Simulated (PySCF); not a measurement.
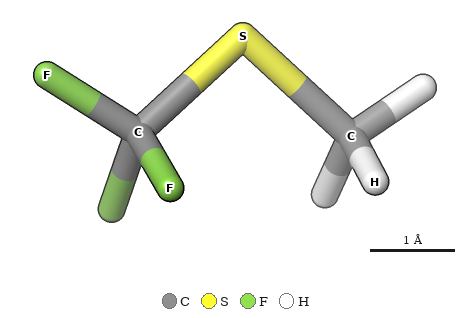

The structure (stick view, seen at a tilt). Bond lengths as drawn: C–F 1.33 Å, C–H 1.10 Å and C–S 1.80 to 1.81 Å.

Run report: C2H3F3S, excited-state calculation

- system: C2H3F3S (methyl(trifluoromethyl) sulfide), SMILES CSC(F)(F)F
- method: TDDFT HF/def2-SVPD, vertical, gas phase, core orbitals frozen in the response (PySCF 2.14.0)

The geometry comes from this level: PBE0-D3(BJ)/def2-SVP.

Log
```
final grid: 85096 points
cycle   1  E = -772.7274159576  dE =  1.046e+00  |g| = 9.457e-01  |ddm| = 3.363e+00
cycle   2  E = -772.8635893418  dE = -1.362e-01  |g| = 5.901e-01  |ddm| = 1.448e+00
cycle   3  E = -772.9251633025  dE = -6.157e-02  |g| = 6.465e-02  |ddm| = 6.268e-01
cycle   4  E = -772.9268109147  dE = -1.648e-03  |g| = 2.126e-02  |ddm| = 1.563e-01
cycle   5  E = -772.9269801340  dE = -1.692e-04  |g| = 4.906e-03  |ddm| = 4.368e-02
cycle   6  E = -772.9269948026  dE = -1.467e-05  |g| = 1.292e-03  |ddm| = 1.580e-02
cycle   7  E = -772.9269959690  dE = -1.166e-06  |g| = 3.237e-04  |ddm| = 4.593e-03
cycle   8  E = -772.9269960404  dE = -7.143e-08  |g| = 9.311e-05  |ddm| = 1.068e-03
cycle   9  E = -772.9269960455  dE = -5.128e-09  |g| = 3.249e-05  |ddm| = 2.515e-04
cycle  10  E = -772.9269960462  dE = -6.455e-10  |g| = 1.006e-05  |ddm| = 9.812e-05
converged SCF energy = -772.9269960462

Static polarisability (au): isotropic 45.417, principal 39.723 44.285 52.243

Singlet excitations
state   eV       nm        f      main configurations
  1   6.1568    201.4   0.00019   H->L 0.34, H->L+8 0.31, H->L+5 0.09
  2   8.0366    154.3   0.04947   H->L+1 0.46, H->L 0.23, H->L+2 0.13
  3   8.4855    146.1   0.02588   H->L+1 0.25, H->L 0.17, H->L+2 0.15
  4   9.0824    136.5   0.07969   H->L+3 0.92
  5   9.3905    132.0   0.00763   H->L+2 0.41, H->L 0.14, H->L+8 0.13
  6   9.5068    130.4   0.06534   H-1->L 0.32, H-1->L+8 0.18, H->L+6 0.10
  7   9.7962    126.6   0.00955   H->L+10 0.21, H->L+5 0.16, H->L+4 0.13
  8  10.2959    120.4   0.20501   H->L+6 0.49, H-1->L 0.20, H->L+12 0.11
  9  10.3710    119.5   0.09512   H->L+5 0.41, H->L+8 0.20, H->L+2 0.10
 10  10.7118    115.7   0.27011   H-1->L+1 0.64

Triplet excitations (Tamm-Dancoff, eV): 5.4096 7.0188 7.3312 7.7503
Vertical ionisation energy (delta-SCF) = 9.1134 eV
```

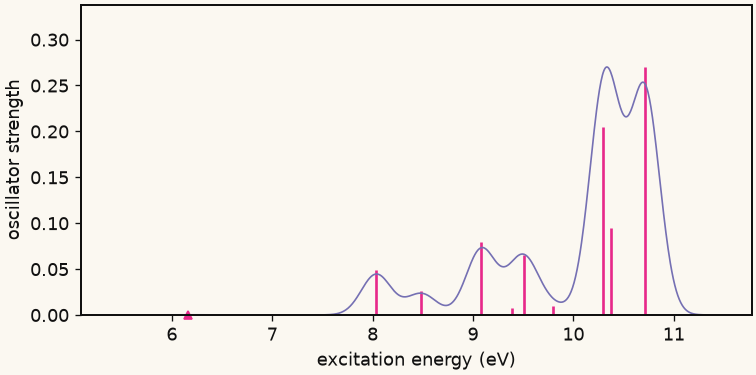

Computed excitations as sticks (degenerate states added up, dark ones marked on the axis), with a Gaussian envelope of 0.35 eV full width at half maximum, scaled to the tallest. Of the 10 states the lowest lies at 6.16 eV (f = 0.000); the strongest line is at 10.71 eV, or 116 nm (f = 0.270).

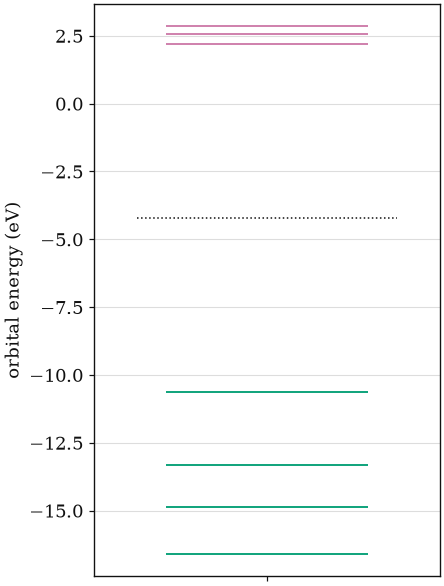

Orbital energies near the frontier; the dotted line parts filled from empty levels, and levels within 0.02 eV of each other stand side by side. Highest filled −10.62 eV, lowest empty 2.20 eV, 12.82 eV apart.

This output came from the following input.

Input
```
{"job": {"kind": "uv", "xc": "HF", "basis": "def2-SVPD", "ip": true}, "charge": 0, "multiplicity": 1}
C     -1.315397     0.026959    -0.356727
S      0.054886     1.194365    -0.201259
C      1.298394     0.041024     0.414891
F      1.561883    -0.937868    -0.452049
F      2.418102     0.715920     0.635052
F      0.930460    -0.547426     1.553949
H     -2.162211     0.604070    -0.751133
H     -1.066620    -0.776132    -1.063231
H     -1.586746    -0.390341     0.622097
```

The first line tells a small driver script what to run in PySCF; the rest is the geometry in Å.

Launch command:
```bash
OMP_NUM_THREADS=1 python <driver script> task.json out
```

Key numbers

```csv
quantity,value
outcome,converged
total energy,−772.926996 hartree
HOMO,−10.62 eV
LUMO,2.20 eV
dipole moment,2.56 D
mean polarisability,45.42 a.u.
vertical ionisation energy,9.11 eV
lowest singlet excitation,6.16 eV
hardware,"1 CPU thread, shared host"
wall time,8.3 s
peak memory,0.66 GiB
```
